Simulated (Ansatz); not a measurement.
**B3LYP/aug-cc-pVDZ run of [SiCl3]+ (SMILES Cl[Si+](Cl)Cl)**

What is the energy change on altering one bond length of [SiCl3]+ at B3LYP/aug-cc-pVDZ? 

The calculation is run with Ansatz 0.2.0.

1 further run of the same task is left out (it didn't finish).

**1. The molecule**

The species is [SiCl3]+ (4 atoms), meant as a singlet with charge +1. As SMILES, `Cl[Si+](Cl)Cl`. Geometry: relaxed at PBE0-D4/def2-TZVP.

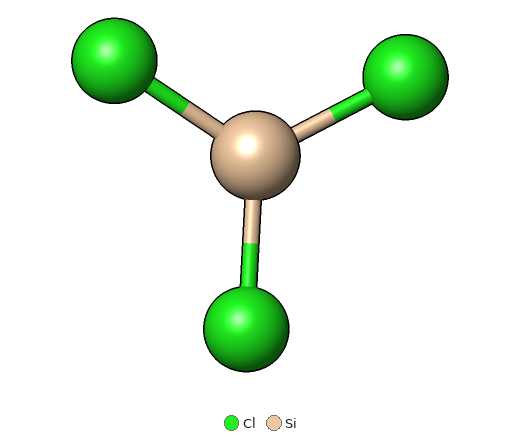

The structure, seen from a chosen angle (chlorine green, silicon light orange).

**2. The energy at B3LYP/aug-cc-pVDZ**

Contents of molecule.yaml:

```yaml
basis:
  gaussian:
    orbitals: aug-cc-pVDZ
crystal:
  periodic: [false, false, false]
  atoms:
    - {symbol: Cl, position_ang: [-1.556000, -0.622300, 0.990900]}
    - {symbol: Si, position_ang: [-0.000000, -0.000100, -0.000100]}
    - {symbol: Cl, position_ang: [1.772000, -0.669600, 0.449500]}
    - {symbol: Cl, position_ang: [-0.216000, 1.292000, -1.440300]}
total_charge: 1
hamiltonian:
  xc: {name: B3LYP}
accuracy: high
output: {orbitals: {seedname: orbitals}}
```

On the command line:

```console
$ ansatz run molecule.yaml --threads 1 --pin off --max-ram 3480MiB --events-out events.jsonl --progress --plain --runs-dir runs
```

Log:

```text
Warning: RAYON_NUM_THREADS=1 ignored (pool sized by the plan → 1); use --threads N
Functional definition: B3LYP
  name "B3LYP"
  parameter a0 = 0.2
  parameter ax = 0.72
  parameter ac = 0.81
  exchange = (1 - a0 - ax)*slater_x + ax*b88_x + a0*exact_x
  correlation = (1 - ac)*vwn_rpa_c + ac*lyp_c
2143 factors; integrals over basis functions are off by at most 3.2e-9 eV
mean field evaluation 1: about -45440.0645 eV, gradient 2.8e1 eV
mean field evaluation 2: about -45440.5351 eV, gradient 2.5e1 eV
mean field evaluation 4: about -45442.0347 eV, gradient 3.1e-1 eV
mean field evaluation 8: about -45442.1703 eV, gradient 8.4e-3 eV
mean field evaluation 16: about -45442.1703 eV, gradient 4.3e-7 eV
mean field -45442.17034282 eV, -1669.9689582891 hartree, gradient 4.2e-8 eV, S^2 0.000000; 0 other end points of the search recorded, 0 dependent functions left out
reference -45442.17038641 eV, -1669.9689598910 hartree; 32, 32 occupied and 76, 76 virtual orbitals, 2143 factors
Total energy: -45442.17038641 eV, -1669.9689598910 hartree
```

Wall time 13 s (1 thread of Arm Neoverse V2, shared host); peak memory 0.41 GiB.

**3. The distorted shape**

Contents of run.yaml:

```yaml
crystal:
  periodic: [false, false, false]
  atoms:
    - {symbol: Cl, position_ang: [-1.523602, -0.816105, 1.206918]}
    - {symbol: Si, position_ang: [0.032398, -0.193905, 0.215918]}
    - {symbol: Cl, position_ang: [1.804398, -0.863405, 0.665518]}
    - {symbol: Cl, position_ang: [-0.216000, 1.292000, -1.440300]}
basis:
  gaussian:
    orbitals: aug-cc-pVDZ
total_charge: 1
output:
  orbitals: {seedname: orbitals}
hamiltonian:
  xc: {name: B3LYP}
accuracy: high
```

On the command line:

```console
$ ansatz run run.yaml --threads 1 --pin off --max-ram 3480MiB --events-out events.jsonl --progress --plain --runs-dir runs
```

Log, shortened:

```text
Warning: RAYON_NUM_THREADS=1 ignored (pool sized by the plan → 1); use --threads N
[... 7 set-up lines as earlier in the session ...]
2148 factors; integrals over basis functions are off by at most 3.2e-9 eV
mean field evaluation 1: about -45439.3384 eV, gradient 2.9e1 eV
mean field evaluation 2: about -45438.0520 eV, gradient 3.6e1 eV
mean field evaluation 4: about -45441.5667 eV, gradient 5.0e-1 eV
mean field evaluation 8: about -45441.6852 eV, gradient 1.2e-1 eV
mean field evaluation 16: about -45441.6852 eV, gradient 4.1e-6 eV
mean field -45441.68522249 eV, -1669.9511304459 hartree, gradient 7.3e-8 eV, S^2 0.000000; 0 other end points of the search recorded, 0 dependent functions left out
reference -45441.68526583 eV, -1669.9511320388 hartree; 32, 32 occupied and 76, 76 virtual orbitals, 2148 factors
Total energy: -45441.68526583 eV, -1669.9511320388 hartree
```

Run time: 13 s. Hardware: 1 thread of Arm Neoverse V2, shared host; peak memory 0.41 GiB.

**4. Summary of results**

At B3LYP/aug-cc-pVDZ:

```
                                                           quantity           value
                                          first shape: total energy  -1669.96896 Eh
                                           first shape: HOMO energy       -15.17 eV
                                           first shape: LUMO energy        -8.55 eV
                                         first shape: HOMO–LUMO gap         6.61 eV
                                      distorted shape: total energy  -1669.95113 Eh
                                       distorted shape: HOMO energy       -14.71 eV
                                       distorted shape: LUMO energy        -9.15 eV
                                     distorted shape: HOMO–LUMO gap         5.56 eV
energy change with the Si2–Cl4 bond stretched from 1.947 to 2.239 Å        0.485 eV
```

**Reading.** With the Si2–Cl4 bond stretched from 1.947 to 2.239 Å the energy rises by 0.49 eV (11.2 kcal/mol). The first shape isn't relaxed at this level, so the change isn't measured from a minimum.
